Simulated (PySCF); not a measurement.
# C5H12S: excited states, first hyperpolarisability

What do calculations give for the excited states, first hyperpolarisability of C5H12S (`CCCCCS`)?

Computed with PySCF 2.14.0 and routines of our own; the level stands in each step. Atoms count from 0.

### 1 The system as given

18 atoms, charge 0, multiplicity 1; geometry from: GFN2-xTB.

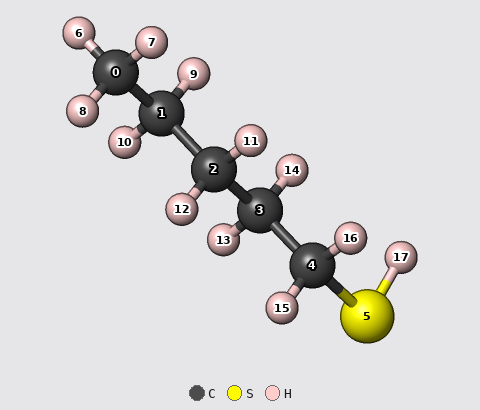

The starting geometry (carbon dark grey, sulfur yellow, hydrogen pink).

### 2 Optimising the geometry at PBE0-D3(BJ)/def2-SVP

The job: settings as JSON, then the geometry in Å.

```
{"job": {"xc": "PBE0", "basis": "def2-SVP", "d3": "d3bj", "grid": 2, "kind": "geom"}, "charge": 0, "multiplicity": 1}
C     -2.767739     0.372704     0.254071
C     -1.384419     0.707489    -0.289510
C     -0.328800    -0.280091     0.202782
C      1.059081     0.058139    -0.338493
C      2.104965    -0.922307     0.165086
S      3.771786    -0.556119    -0.489759
H     -3.504307     1.085649    -0.108447
H     -2.767584     0.401803     1.341501
H     -3.069736    -0.623631    -0.060961
H     -1.106646     1.717451     0.020957
H     -1.409318     0.692980    -1.381354
H     -0.304397    -0.267492     1.295439
H     -0.604093    -1.290047    -0.110148
H      1.043511     0.037398    -1.430534
H      1.331382     1.071148    -0.029310
H      1.890244    -1.934781    -0.176326
H      2.166246    -0.921412     1.253889
H      3.871063     0.657434     0.049466
```

The run is started by

```console
> OMP_NUM_THREADS=1 python excited_run.py task.json out
```

The driver reads the jobs from task.json and runs them one after another.

Log:

```text
step   0  E = -595.31408697  max force = 0.015771
step   1  E = -595.31615215  max force = 0.003186
step   2  E = -595.31621249  max force = 0.000392
step   3  E = -595.31621484  max force = 0.000124
optimisation converged
```

It took 69 s on 1 thread of Intel Xeon Platinum 8259CL at 2.50GHz, shared host; peak memory 0.73 GiB.

Relaxation path:

```tsv
step	energy from step 0 (eV)	largest force component (eV/Å)
0	0.0000	0.8110
1	-0.0562	0.1638
2	-0.0578	0.0202
3	-0.0579	0.0064
```

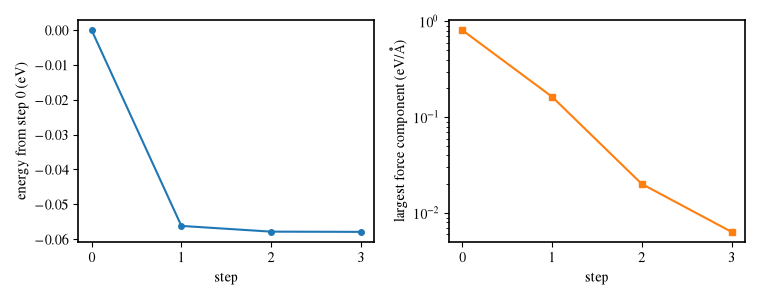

Energy and largest force along the relaxation.

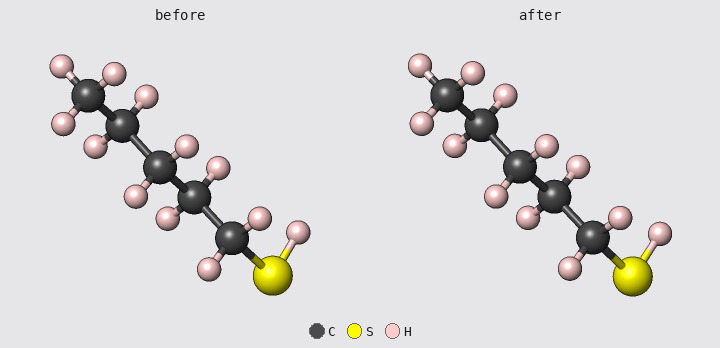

The geometry before (left) and after (right).

Close pairs (by a distance rule), those that changed most:

```tsv
bond	before (Å)	after (Å)	change (Å)
S5–H17	1.332	1.351	+0.019
C0–H8	1.088	1.102	+0.014
C0–H7	1.088	1.102	+0.014
C0–H6	1.087	1.101	+0.013
C2–H12	1.093	1.105	+0.013
C2–H11	1.093	1.105	+0.012
C4–H15	1.090	1.102	+0.012
C1–H10	1.092	1.104	+0.012
```

The next job starts from the end point, and lists it.

```tsv
at the end point	value
point group (found at 0.08 Å tolerance)	C1
rotational constants (GHz, main isotopes)	14.464, 0.792, 0.772
dipole moment (D)	1.73
```

### 3 Excited states: TDA CAM-B3LYP/def2-TZVP

The job: settings as JSON, then the geometry in Å.

```
{"job": {"kind": "states", "xc": "CAM-B3LYP", "basis": "def2-TZVP", "tda": true, "soc": true, "nstates": 6, "ntriplets": 5, "nquad": 4}, "charge": 0, "multiplicity": 1}
C     -2.845295     0.272761     0.238571
C     -1.462368     0.610546    -0.294263
C     -0.379547    -0.348789     0.181516
C      1.006852    -0.010672    -0.350031
C      2.079994    -0.966546     0.141569
S      3.740992    -0.646616    -0.526484
H     -3.604549     0.983285    -0.121699
H     -2.865829     0.294585     1.340157
H     -3.159067    -0.736022    -0.074827
H     -1.189806     1.638657     0.003170
H     -1.479774     0.615734    -1.398391
H     -0.359521    -0.357401     1.286761
H     -0.646447    -1.378433    -0.119401
H      1.002435    -0.013710    -1.453166
H      1.274348     1.019298    -0.053016
H      1.854515    -1.996739    -0.178510
H      2.123398    -0.984800     1.242324
H      3.891016     0.581485     0.015537
```

Level: TDA CAM-B3LYP/def2-TZVP excited states, vertical, gas phase, spin-orbit mean-field couplings.

Log:

```text
coarse grid: 14496 points
cycle   1  E = -595.9007812661  dE =  4.370e-01  |g| = 3.257e-01  |ddm| = 2.835e+00
cycle   2  E = -595.9176740704  dE = -1.689e-02  |g| = 2.477e-01  |ddm| = 5.558e-01
cycle   3  E = -595.9327349365  dE = -1.506e-02  |g| = 3.534e-02  |ddm| = 2.234e-01
cycle   4  E = -595.9330251498  dE = -2.902e-04  |g| = 1.382e-02  |ddm| = 4.455e-02
cycle   5  E = -595.9330734964  dE = -4.835e-05  |g| = 4.084e-03  |ddm| = 1.507e-02
cycle   6  E = -595.9330774276  dE = -3.931e-06  |g| = 9.886e-04  |ddm| = 4.471e-03
final grid: 132256 points
cycle   7  E = -595.9254468889  dE = -4.902e-05  |g| = 4.974e-03  |ddm| = 4.839e-02
cycle   8  E = -595.9254474401  dE = -5.513e-07  |g| = 4.692e-03  |ddm| = 7.717e-03
cycle   9  E = -595.9254528310  dE = -5.391e-06  |g| = 3.094e-04  |ddm| = 3.518e-03
cycle  10  E = -595.9254528501  dE = -1.910e-08  |g| = 2.039e-04  |ddm| = 5.006e-04
cycle  11  E = -595.9254528603  dE = -1.010e-08  |g| = 2.668e-05  |ddm| = 2.198e-04
cycle  12  E = -595.9254528605  dE = -2.451e-10  |g| = 8.734e-06  |ddm| = 7.483e-05
converged SCF energy = -595.9254528605

Singlet excitations
state   eV       nm        f     d(h-e)  d(exc)  Lambda  PR(NTO)  |dmu|/D   mu/D   main configurations
  1   5.5037   225.3   0.00094   0.326   2.419   0.413   1.003    1.049    1.450   H->L 0.80, H->L+5 0.09, H->L+1 0.08
  2   6.8840   180.1   0.01117   0.519   2.593   0.392   1.011    1.837    2.549   H->L+2 0.56, H->L+5 0.20, H->L+4 0.15
  3   7.6445   162.2   0.00692   2.297   3.867   0.355   1.041    8.101    6.680   H->L+1 0.29, H->L+5 0.29, H->L 0.15
  4   8.1606   151.9   0.00389   2.428   4.214   0.323   1.112    8.748    7.158   H->L+4 0.26, H->L+2 0.21, H->L+1 0.19
  5   8.2943   149.5   0.01561   2.019   3.807   0.310   1.244                     H->L+3 0.33, H->L+4 0.24, H->L+7 0.16
  6   8.3927   147.7   0.05251   0.648   3.355   0.451   1.535                     H-1->L 0.68

Triplet excitations (Tamm-Dancoff)
state   eV     d(h-e)  d(exc)  Lambda  PR(NTO)   main configurations
  1   4.9881   0.271   2.313   0.411   1.007   H->L 0.74, H->L+5 0.12, H->L+1 0.09
  2   6.0253   0.414   2.423   0.390   1.004   H->L+2 0.53, H->L+4 0.18, H->L+5 0.17
  3   7.0929   0.241   2.395   0.488   1.056   H-1->L 0.55, H-1->L+5 0.11, H-5->L 0.10
  4   7.5021   2.097   3.698   0.370   1.035   H->L+5 0.32, H->L+1 0.20, H->L 0.20
  5   8.1022   2.546   4.263   0.300   1.032   H->L+1 0.23, H->L+2 0.22, H->L+3 0.19
S1 - T1 = 0.5155 eV

Spin-orbit couplings |<S|Hso|T>| (cm-1)
             T1       T2       T3       T4       T5
S0      169.465  126.445  126.028   56.817   26.690
S1        1.794   53.139  151.841   11.413   13.355
S2       49.638    2.263   22.480   17.912   12.347
S3       17.679   21.602   14.143    2.362    6.745
S4       30.204   11.140    6.242    6.807    1.882
S5       45.440   18.542   10.451    9.610    3.558
S6      120.194   28.731   29.995   30.591    3.833
T1 sublevels (cm-1): 0.000 0.348 0.668   radiative rates (1/s): 22.8 442 2.59e+03
```

Wall time 86 s (1 thread of Intel Xeon Platinum 8259CL at 2.50GHz, shared host); peak memory 1.1 GiB.

In short:

```tsv
quantity	value
S1 less T1	0.52 eV
```

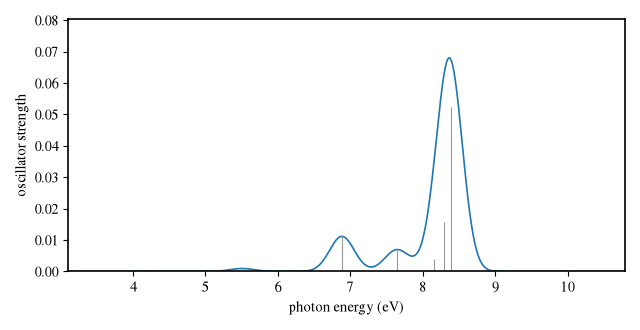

Absorption lines of the singlets. Lines are broadened to a width of 0.40 eV (Gaussian).

### 4 Excited states: TDDFT CAM-B3LYP/aug-cc-pVDZ

Settings changed since step 3:

```diff
@@ -1,2 +1,2 @@
-{"job": {"kind": "states", "xc": "CAM-B3LYP", "basis": "def2-TZVP", "tda": true, "soc": true, "nstates": 6, "ntriplets": 5, "nquad": 4}, "charge": 0, "multiplicity": 1}
+{"job": {"kind": "states", "xc": "CAM-B3LYP", "basis": "aug-cc-pVDZ", "tpa": true, "nstates": 8, "nquad": 6, "ntriplets": 0}, "charge": 0, "multiplicity": 1}
 C     -2.845295     0.272761     0.238571
```

Level: TDDFT CAM-B3LYP/aug-cc-pVDZ excited states, vertical, gas phase, two-photon moments by quadratic response.

Log:

```text
coarse grid: 14496 points
cycle   1  E = -595.8082061234  dE =  4.903e-01  |g| = 3.010e-01  |ddm| = 1.100e+01
cycle   2  E = -595.8241105165  dE = -1.590e-02  |g| = 2.267e-01  |ddm| = 1.514e+00
cycle   3  E = -595.8378063397  dE = -1.370e-02  |g| = 3.025e-02  |ddm| = 6.285e-01
cycle   4  E = -595.8380370631  dE = -2.307e-04  |g| = 1.392e-02  |ddm| = 1.301e-01
cycle   5  E = -595.8380899983  dE = -5.294e-05  |g| = 2.608e-03  |ddm| = 4.464e-02
cycle   6  E = -595.8380920447  dE = -2.046e-06  |g| = 8.508e-04  |ddm| = 9.996e-03
final grid: 132256 points
cycle   7  E = -595.8569647956  dE = -2.180e-05  |g| = 4.129e-03  |ddm| = 1.640e-01
cycle   8  E = -595.8569653065  dE = -5.109e-07  |g| = 3.947e-03  |ddm| = 2.759e-02
cycle   9  E = -595.8569694309  dE = -4.124e-06  |g| = 2.207e-04  |ddm| = 9.996e-03
cycle  10  E = -595.8569694422  dE = -1.137e-08  |g| = 1.425e-04  |ddm| = 1.091e-03
cycle  11  E = -595.8569694477  dE = -5.497e-09  |g| = 2.001e-05  |ddm| = 4.658e-04
cycle  12  E = -595.8569694479  dE = -1.411e-10  |g| = 6.483e-06  |ddm| = 9.076e-05
converged SCF energy = -595.8569694479

Singlet excitations
state   eV       nm        f     d(h-e)  d(exc)  Lambda  PR(NTO)  |dmu|/D   mu/D   delta(TPA)   sigma/GM   main configurations
  1   5.3350   232.4   0.01104   0.645   3.056   0.235   1.004    2.107    2.006        6.84      0.071   H->L 0.42, H->L+1 0.22, H->L+8 0.12
  2   6.0316   205.6   0.02264   1.088   3.355   0.232   1.007    5.671    7.034       76.51      1.020   H->L+4 0.32, H->L+8 0.18, H->L+1 0.17
  3   6.5640   188.9   0.01164   1.799   4.344   0.182   1.006    6.780    6.776       64.36      1.016   H->L+2 0.32, H->L+3 0.15
  4   6.7317   184.2   0.01656   1.973   4.689   0.162   1.011    6.802    5.256      173.55      2.881   H->L+3 0.50, H->L+6 0.16, H->L+2 0.13
  5   6.8892   180.0   0.00023   3.348   5.446   0.207   1.017   12.845   11.235      111.92      1.946   H->L 0.34, H->L+4 0.16, H->L+5 0.14
  6   7.3997   167.6   0.02983   3.386   5.944   0.210   1.021   12.966   11.358       28.08      0.563   H->L+1 0.23, H->L+9 0.21, H->L+4 0.17
  7   7.5270   164.7   0.00425   2.598   5.728   0.175   1.037                                            H->L+6 0.28, H->L+11 0.16, H->L+3 0.14
  8   7.5962   163.2   0.00680   3.992   6.480   0.205   1.051                                            H->L+1 0.18, H->L+9 0.12, H->L+4 0.11
```

Run time: 91 s. Hardware: 1 thread of Intel Xeon Platinum 8259CL at 2.50GHz, shared host; peak memory 1.1 GiB.

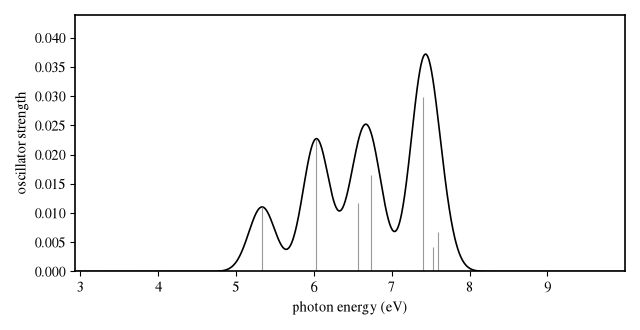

Absorption lines of the singlets. Lines are broadened to a width of 0.40 eV (Gaussian).

### 5 First hyperpolarisability: quadratic response CAM-B3LYP/aug-cc-pVDZ

Settings changed since step 4:

```diff
@@ -1,2 +1,2 @@
-{"job": {"kind": "states", "xc": "CAM-B3LYP", "basis": "aug-cc-pVDZ", "tpa": true, "nstates": 8, "nquad": 6, "ntriplets": 0}, "charge": 0, "multiplicity": 1}
+{"job": {"kind": "beta", "xc": "CAM-B3LYP", "basis": "aug-cc-pVDZ"}, "charge": 0, "multiplicity": 1}
 C     -2.845295     0.272761     0.238571
```

Method: quadratic response CAM-B3LYP/aug-cc-pVDZ first hyperpolarisability, Taylor convention, gas phase.

Log:

```text
coarse grid: 14496 points
cycle   1  E = -595.8082061234  dE =  4.903e-01  |g| = 3.010e-01  |ddm| = 1.100e+01
cycle   2  E = -595.8241105165  dE = -1.590e-02  |g| = 2.267e-01  |ddm| = 1.514e+00
cycle   3  E = -595.8378063397  dE = -1.370e-02  |g| = 3.025e-02  |ddm| = 6.285e-01
cycle   4  E = -595.8380370631  dE = -2.307e-04  |g| = 1.392e-02  |ddm| = 1.301e-01
cycle   5  E = -595.8380899983  dE = -5.294e-05  |g| = 2.608e-03  |ddm| = 4.464e-02
cycle   6  E = -595.8380920447  dE = -2.046e-06  |g| = 8.508e-04  |ddm| = 9.996e-03
final grid: 132256 points
cycle   7  E = -595.8569647956  dE = -2.180e-05  |g| = 4.129e-03  |ddm| = 1.640e-01
cycle   8  E = -595.8569653065  dE = -5.109e-07  |g| = 3.947e-03  |ddm| = 2.759e-02
cycle   9  E = -595.8569694309  dE = -4.124e-06  |g| = 2.207e-04  |ddm| = 9.996e-03
cycle  10  E = -595.8569694422  dE = -1.137e-08  |g| = 1.425e-04  |ddm| = 1.091e-03
cycle  11  E = -595.8569694477  dE = -5.497e-09  |g| = 2.001e-05  |ddm| = 4.658e-04
cycle  12  E = -595.8569694479  dE = -1.411e-10  |g| = 6.483e-06  |ddm| = 9.076e-05
converged SCF energy = -595.8569694479

Lowest singlets (eV, f): 5.3350 0.0110  6.0316 0.0226  6.5640 0.0117

First hyperpolarisability (au)
process     nm      |vector|   parallel      HRS      DR
static         -      162.40      91.91      64.98   5.659
shg       1907.0      170.43      96.51      68.26   5.629
eope      1907.0      165.01      93.41          -       -
shg       1064.0      190.59     108.04      76.52   5.569
eope      1064.0      171.02      96.85          -       -
```

It took 76 s on 1 thread of Intel Xeon Platinum 8259CL at 2.50GHz, shared host; peak memory 1 GiB.

### 6 Excited states: TDA CAM-B3LYP/def2-TZVP in water

Settings changed since step 5:

```diff
@@ -1,2 +1,2 @@
-{"job": {"kind": "beta", "xc": "CAM-B3LYP", "basis": "aug-cc-pVDZ"}, "charge": 0, "multiplicity": 1}
+{"job": {"kind": "states", "xc": "CAM-B3LYP", "basis": "def2-TZVP", "tda": true, "soc": true, "nstates": 6, "ntriplets": 5, "nquad": 4, "solvent": "water"}, "charge": 0, "multiplicity": 1}
 C     -2.845295     0.272761     0.238571
```

With the program's defaults for keys left out, this is: TDA CAM-B3LYP/def2-TZVP excited states, vertical, IEF-PCM water (non-equilibrium response), spin-orbit mean-field couplings.

Log:

```text
coarse grid: 14496 points
cycle   1  E = -595.9091547042  dE =  4.291e-01  |g| = 3.138e-01  |ddm| = 2.831e+00
cycle   2  E = -595.9255241894  dE = -1.637e-02  |g| = 2.299e-01  |ddm| = 4.845e-01
cycle   3  E = -595.9382315449  dE = -1.271e-02  |g| = 3.390e-02  |ddm| = 1.889e-01
cycle   4  E = -595.9385187831  dE = -2.872e-04  |g| = 1.160e-02  |ddm| = 4.302e-02
cycle   5  E = -595.9385525592  dE = -3.378e-05  |g| = 3.504e-03  |ddm| = 1.442e-02
cycle   6  E = -595.9385553893  dE = -2.830e-06  |g| = 8.719e-04  |ddm| = 4.825e-03
final grid: 132256 points
cycle   7  E = -595.9309041197  dE = -4.935e-05  |g| = 4.808e-03  |ddm| = 4.777e-02
cycle   8  E = -595.9309051832  dE = -1.063e-06  |g| = 4.333e-03  |ddm| = 7.489e-03
cycle   9  E = -595.9309097280  dE = -4.545e-06  |g| = 2.392e-04  |ddm| = 3.023e-03
cycle  10  E = -595.9309097421  dE = -1.403e-08  |g| = 1.621e-04  |ddm| = 4.839e-04
cycle  11  E = -595.9309097484  dE = -6.343e-09  |g| = 2.319e-05  |ddm| = 1.362e-04
cycle  12  E = -595.9309097487  dE = -2.437e-10  |g| = 7.247e-06  |ddm| = 5.665e-05
converged SCF energy = -595.9309097487

Singlet excitations
state   eV       nm        f     d(h-e)  d(exc)  Lambda  PR(NTO)  |dmu|/D   mu/D   main configurations
  1   5.7251   216.6   0.00053   0.224   2.375   0.435   1.003    0.805    1.920   H->L 0.84
  2   7.0914   174.8   0.01746   0.530   2.603   0.477   1.013    2.172    3.296   H->L+2 0.81, H->L+4 0.12
  3   8.0493   154.0   0.00593   2.150   3.842   0.326   1.095    8.269    6.520   H->L+1 0.30, H->L+4 0.30, H->L 0.11
  4   8.4672   146.4   0.07458   0.232   3.177   0.446   1.717    0.812    2.133   H-1->L 0.62, H->L+4 0.12
  5   8.5835   144.4   0.01223   2.277   4.260   0.319   1.438                     H->L+1 0.26, H->L+3 0.18, H->L+4 0.18
  6   8.6793   142.9   0.03592   2.105   3.784   0.279   1.086                     H->L+5 0.50, H->L+3 0.20, H->L+7 0.18

Triplet excitations (Tamm-Dancoff)
state   eV     d(h-e)  d(exc)  Lambda  PR(NTO)   main configurations
  1   5.2177   0.186   2.284   0.430   1.007   H->L 0.79
  2   6.2495   0.421   2.434   0.474   1.004   H->L+2 0.79, H->L+4 0.10
  3   7.1977   0.212   2.392   0.478   1.050   H-1->L 0.54, H-5->L 0.14
  4   7.8955   1.932   3.630   0.335   1.048   H->L+4 0.32, H->L+1 0.20, H->L 0.15
  5   8.3802   0.466   2.582   0.471   2.049   H-1->L+2 0.36, H-4->L 0.11, H-5->L 0.10
S1 - T1 = 0.5075 eV

Spin-orbit couplings |<S|Hso|T>| (cm-1)
             T1       T2       T3       T4       T5
S0      164.273  116.528  122.239   54.371   14.654
S1        2.085   48.165  151.218   12.786   78.769
S2       43.466    2.685   21.562   14.936  112.446
S3       28.569   17.619   12.663    2.930   15.518
S4      113.676   26.777   22.337   23.362   24.597
S5       55.219   26.943   11.189    9.694   12.263
S6       25.226    5.470    5.288    7.855    7.353
T1 sublevels (cm-1): 0.000 0.581 0.749   radiative rates (1/s): 32.6 1.45e+03 1.84e+03
```

It took 1.7 min on 1 thread of Intel Xeon Platinum 8259CL at 2.50GHz, shared host; peak memory 1.2 GiB.

From this job:

```tsv
quantity	value
S1 less T1	0.51 eV
```

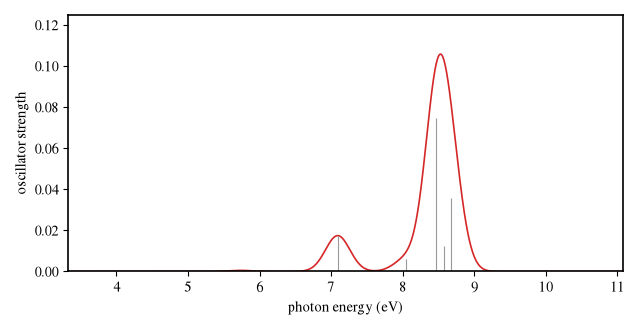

Absorption lines of the singlets. Lines are broadened to a width of 0.40 eV (Gaussian).

### 7 Results

| quantity | value |
| --- | --- |
| point group | C1 |
| rotational constants (main isotopes) | 14.46, 0.79, 0.77 GHz |
| S1 less T1 (step 3, TDA CAM-B3LYP/def2-TZVP) | 0.52 eV |
| β vector (step 5, quadratic response CAM-B3LYP/aug-cc-pVDZ) | static 162, SHG 1907.0 nm 170, SHG 1064.0 nm 191 au |
| S1 less T1 (step 6, TDA CAM-B3LYP/def2-TZVP in water) | 0.51 eV |

In words: Relaxing lowered the energy by 0.058 eV in 3 steps; the close pair that moved most is S5–H17, from 1.332 to 1.351 Å. In step 3, the number of triplets below S1 is 1, and the largest singlet-triplet spin-orbit coupling is S0–T1, 169.47 cm⁻¹. β grows from 162 au (static) to 191 au for doubling at 1064.0 nm: normal dispersion, which grows as twice the photon energy moves toward the bright states. In step 6, the number of triplets below S1 is 1, and the largest singlet-triplet spin-orbit coupling is S0–T1, 164.27 cm⁻¹.
